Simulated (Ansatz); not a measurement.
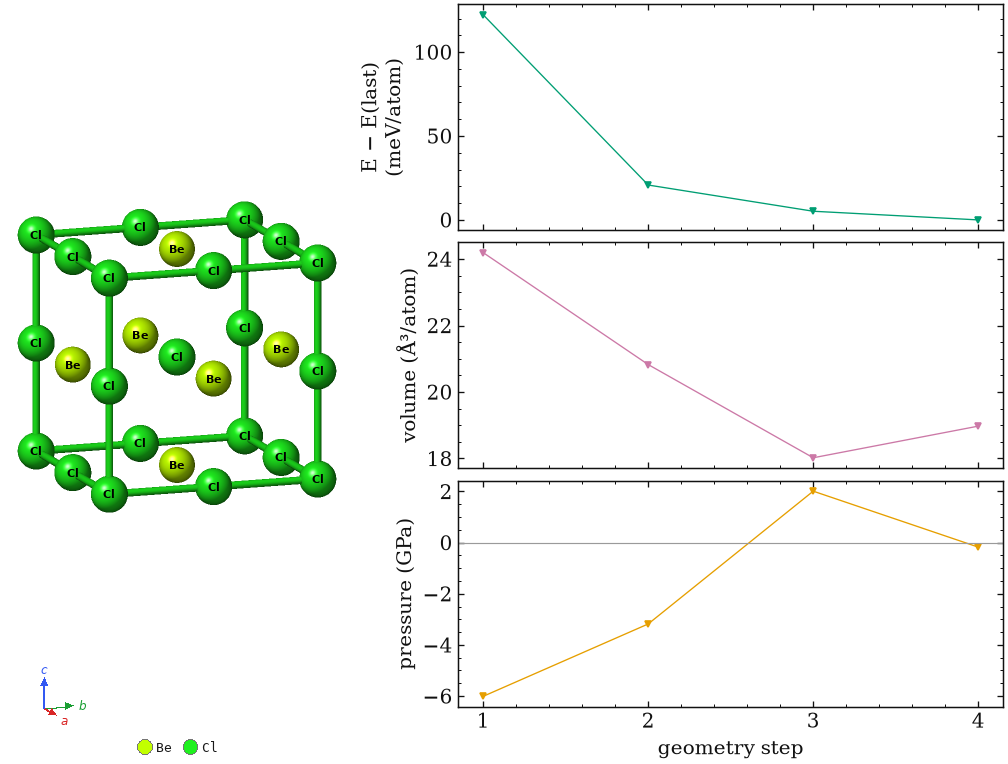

Beside the plot: the structure at the start.

History of a geometry optimisation. Atoms and cell relax. A closing SCF on a freshly chosen basis isn't drawn.

The run: Be₃Cl₅ (Pm-3m, 8 atoms in the cell), by DFT PBE, scalar-relativistic, plane waves, PAW in Ansatz; cutoff 420 eV, 4×4×4 k-mesh, Gaussian smearing of 0.1 eV.

> How did it end, and what did it gain?

The optimisation met its thresholds at geometry 4, counting the start as the first. The energy fell by about 120 meV/atom from the first step to the last. All forces vanish by symmetry, so only the cell moves.

> What happens to the cell?

The volume shrinks from 24.2 to 19.0 Å³ per atom (−22 %), overshooting to 18.0 at step 3, as the pressure goes from −6 GPa to −0.18 GPa. The start was expanded.
